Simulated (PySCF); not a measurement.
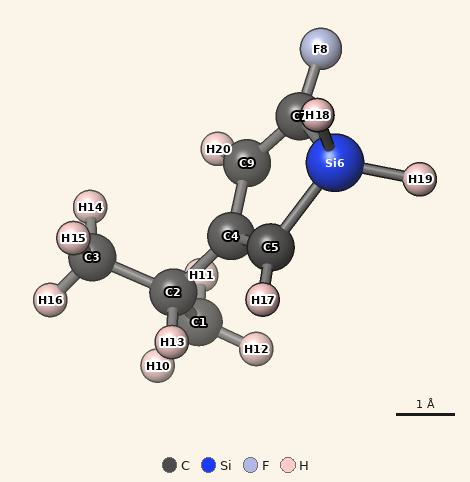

Fig. 1: The structure (ball-and-stick view, seen at a tilt; atoms are numbered from 1 in the order of the input).

**C₇H₁₁FSi: a changed input and its effect**

System: C₇H₁₁FSi, SMILES CC(C)C1=C[SiH2]C(F)=C1.
Method of run 1: GIAO PBE0/pcSseg-1 NMR shielding, non-relativistic, gas phase (PySCF 2.14.0).

The geometry comes from this level: PBE0-D3(BJ)/def2-SVP. Text and figures count atoms from 1; the logs count them from 0 in places.

## Input, run 1
```
{"job": {"kind": "nmr", "xc": "PBE0", "basis": "pcSseg-1"}, "charge": 0, "multiplicity": 1}
C     -2.190832     0.949814    -1.340702
C     -1.384575    -0.318553    -1.620966
C     -2.024026    -1.544374    -0.968266
C      0.054990    -0.159736    -1.197741
C      1.111313    -0.234686    -2.045451
Si     2.672106     0.029791    -1.067765
C      1.666867     0.233459     0.524853
F      2.124725     0.469843     1.750718
C      0.361973     0.097598     0.233481
H     -3.224143     0.839079    -1.704221
H     -2.242789     1.165698    -0.261633
H     -1.745127     1.824659    -1.836754
H     -1.374460    -0.481032    -2.711842
H     -2.059582    -1.445827     0.128410
H     -1.462302    -2.460099    -1.204517
H     -3.058746    -1.674498    -1.322423
H      0.972258    -0.417995    -3.113299
H      3.606469    -1.134152    -1.010482
H      3.451278     1.256305    -1.413385
H     -0.423415     0.170925     0.991446
```

The first line tells a small driver script what to run in PySCF; the rest is the geometry in Å.

Command:
```bash
OMP_NUM_THREADS=1 python <driver script> task.json out
```

Hardware: 1 CPU thread, shared host.

## Output (run 1)
```
coarse grid: 17136 points
cycle   1  E = -661.9271535376  dE =  1.037e+00  |g| = 5.570e-01  |ddm| = 4.047e+00
cycle   2  E = -661.8895653278  dE =  3.759e-02  |g| = 6.958e-01  |ddm| = 9.987e-01
cycle   3  E = -661.9940997151  dE = -1.045e-01  |g| = 1.124e-01  |ddm| = 6.161e-01
cycle   4  E = -661.9971011719  dE = -3.001e-03  |g| = 4.636e-02  |ddm| = 1.466e-01
cycle   5  E = -661.9975922210  dE = -4.910e-04  |g| = 1.220e-02  |ddm| = 4.299e-02
cycle   6  E = -661.9976154754  dE = -2.325e-05  |g| = 4.954e-03  |ddm| = 1.468e-02
cycle   7  E = -661.9976210113  dE = -5.536e-06  |g| = 1.141e-03  |ddm| = 6.065e-03
final grid: 161080 points
cycle   8  E = -662.0592959140  dE = -4.725e-05  |g| = 9.102e-03  |ddm| = 4.477e-02
cycle   9  E = -662.0592751839  dE =  2.073e-05  |g| = 1.290e-02  |ddm| = 2.159e-02
cycle  10  E = -662.0593164951  dE = -4.131e-05  |g| = 2.417e-03  |ddm| = 1.425e-02
cycle  11  E = -662.0593178565  dE = -1.361e-06  |g| = 3.359e-04  |ddm| = 2.324e-03
cycle  12  E = -662.0593178780  dE = -2.145e-08  |g| = 1.630e-04  |ddm| = 3.508e-04
cycle  13  E = -662.0593178827  dE = -4.760e-09  |g| = 3.395e-05  |ddm| = 1.384e-04
cycle  14  E = -662.0593178830  dE = -2.278e-10  |g| = 1.325e-05  |ddm| = 4.697e-05
converged SCF energy = -662.0593178830

GIAO shielding tensors (ppm)
atom      isotropic    diamagn.    paramagn.     s11        s22        s33       span
  0 C      161.704     247.283     -85.580    146.182    154.989    183.940     37.758
  1 C      142.631     243.276    -100.645    131.642    135.421    160.831     29.189
  2 C      161.505     247.292     -85.787    145.502    155.059    183.954     38.452
  3 C        6.312     264.013    -257.700   -125.755     13.118    131.573    257.328
  4 C       74.935     256.781    -181.846    -23.658     96.047    152.416    176.074
  5 Si     407.406     880.914    -473.508    361.401    398.698    462.118    100.717
  6 C       -1.160     254.785    -255.945    -95.705     33.036     59.188    154.894
  7 F      290.406     473.115    -182.710    169.989    235.206    466.022    296.032
  8 C       55.471     257.115    -201.644    -58.144     81.844    142.712    200.856
  9 H       30.232      28.699       1.533     26.309     27.573     36.813     10.504
 10 H       30.211      30.543      -0.332     26.323     29.566     34.745      8.422
 11 H       30.214      29.714       0.500     26.116     28.118     36.408     10.292
 12 H       28.921      32.741      -3.821     26.183     27.620     32.958      6.775
 13 H       30.212      30.568      -0.356     26.339     29.560     34.738      8.399
 14 H       30.206      29.768       0.438     26.091     28.142     36.385     10.295
 15 H       30.221      28.736       1.485     26.307     27.561     36.794     10.487
 16 H       26.047      32.522      -6.475     24.490     24.725     28.927      4.437
 17 H       26.655      27.839      -1.184     23.989     24.226     31.751      7.762
 18 H       26.660      27.814      -1.154     23.994     24.227     31.760      7.767
 19 H       24.810      33.666      -8.855     21.324     23.387     29.720      8.396
```

Run 2 used a changed input.

## The two runs side by side

| quantity | run 1 | run 2 |
| --- | --- | --- |
| outcome | converged | converged |
| total energy (hartree) | −662.059318 | −662.483115 |
| HOMO (eV) | −6.53 | −8.34 |
| LUMO (eV) | −1.43 | 0.32 |
| dipole moment (D) | 1.82 | 1.86 |
| shielding of C2 (ppm) | 142.6 | 143.9 |
| shielding of C4 (ppm) | 6.3 | 5.0 |
| shielding of C5 (ppm) | 74.9 | 74.5 |
| shielding of Si6 (ppm) | 407.4 | 406.0 |
| shielding of C7 (ppm) | −1.2 | −1.5 |
| shielding of F8 (ppm) | 290.4 | 300.3 |
| shielding of C9 (ppm) | 55.5 | 54.9 |
| SCF iterations | 14 | 14 |
| basis functions | 215 | 215 |
| wall time (shared host) | 75 s | 95 s |

Which change of the input explains these differences?

The change (lines with − go, lines with + come):
```diff
-"xc": "PBE0"
+"xc": "wB97X-D"
+"pop": false
```

The total energies belong to different methods, so their difference says nothing on which is more stable or more accurate. The HOMO goes from −6.53 to −8.34 eV. The LUMO goes from −1.43 to 0.32 eV. The dipole moment goes from 1.82 to 1.86 D. Of all shieldings, the largest change is that of F8, by +9.9 ppm. The functional changes from PBE0 to wB97X-D. The number of SCF iterations is the same.

## Output (run 2)
```
coarse grid: 17136 points
cycle   1  E = -662.3550697488  dE =  1.336e+00  |g| = 5.190e-01  |ddm| = 3.997e+00
cycle   2  E = -662.3711989988  dE = -1.613e-02  |g| = 5.139e-01  |ddm| = 7.111e-01
cycle   3  E = -662.4148719835  dE = -4.367e-02  |g| = 6.001e-02  |ddm| = 3.406e-01
cycle   4  E = -662.4156202293  dE = -7.482e-04  |g| = 2.569e-02  |ddm| = 7.334e-02
cycle   5  E = -662.4157814068  dE = -1.612e-04  |g| = 7.107e-03  |ddm| = 3.370e-02
cycle   6  E = -662.4157949948  dE = -1.359e-05  |g| = 2.536e-03  |ddm| = 1.013e-02
cycle   7  E = -662.4157975595  dE = -2.565e-06  |g| = 1.040e-03  |ddm| = 3.774e-03
final grid: 161080 points
cycle   8  E = -662.4831077754  dE = -2.399e-04  |g| = 6.051e-03  |ddm| = 5.757e-02
cycle   9  E = -662.4831104223  dE = -2.647e-06  |g| = 5.633e-03  |ddm| = 1.167e-02
cycle  10  E = -662.4831149458  dE = -4.523e-06  |g| = 8.591e-04  |ddm| = 3.689e-03
cycle  11  E = -662.4831150897  dE = -1.440e-07  |g| = 2.973e-04  |ddm| = 1.322e-03
cycle  12  E = -662.4831151130  dE = -2.332e-08  |g| = 8.233e-05  |ddm| = 4.030e-04
cycle  13  E = -662.4831151160  dE = -2.928e-09  |g| = 3.253e-05  |ddm| = 1.538e-04
cycle  14  E = -662.4831151166  dE = -6.337e-10  |g| = 1.815e-05  |ddm| = 8.205e-05
converged SCF energy = -662.4831151166

GIAO shielding tensors (ppm)
atom      isotropic    diamagn.    paramagn.     s11        s22        s33       span
  0 C      161.735     247.137     -85.402    146.107    155.495    183.604     37.497
  1 C      143.927     243.234     -99.307    132.944    136.956    161.882     28.938
  2 C      161.534     247.146     -85.612    145.443    155.550    183.610     38.167
  3 C        5.013     264.064    -259.051   -131.303     13.347    132.997    264.300
  4 C       74.491     258.077    -183.586    -27.493     96.747    154.218    181.710
  5 Si     405.966     880.753    -474.788    357.524    398.306    462.067    104.543
  6 C       -1.541     255.307    -256.848   -101.360     36.232     60.506    161.866
  7 F      300.287     473.458    -173.171    182.723    247.510    470.627    287.903
  8 C       54.918     257.752    -202.834    -61.620     83.682    142.693    204.313
  9 H       30.349      28.690       1.658     26.420     27.702     36.924     10.505
 10 H       30.312      30.754      -0.442     26.433     29.667     34.836      8.403
 11 H       30.344      29.804       0.540     26.253     28.252     36.526     10.272
 12 H       29.097      32.642      -3.545     26.309     27.831     33.151      6.842
 13 H       30.314      30.783      -0.470     26.449     29.662     34.831      8.382
 14 H       30.335      29.862       0.473     26.227     28.276     36.502     10.275
 15 H       30.338      28.728       1.610     26.418     27.690     36.906     10.487
 16 H       26.175      32.571      -6.396     24.483     24.884     29.159      4.676
 17 H       26.814      28.048      -1.234     24.143     24.395     31.905      7.761
 18 H       26.819      28.021      -1.202     24.146     24.397     31.913      7.767
 19 H       24.951      33.824      -8.873     21.406     23.513     29.933      8.527
```
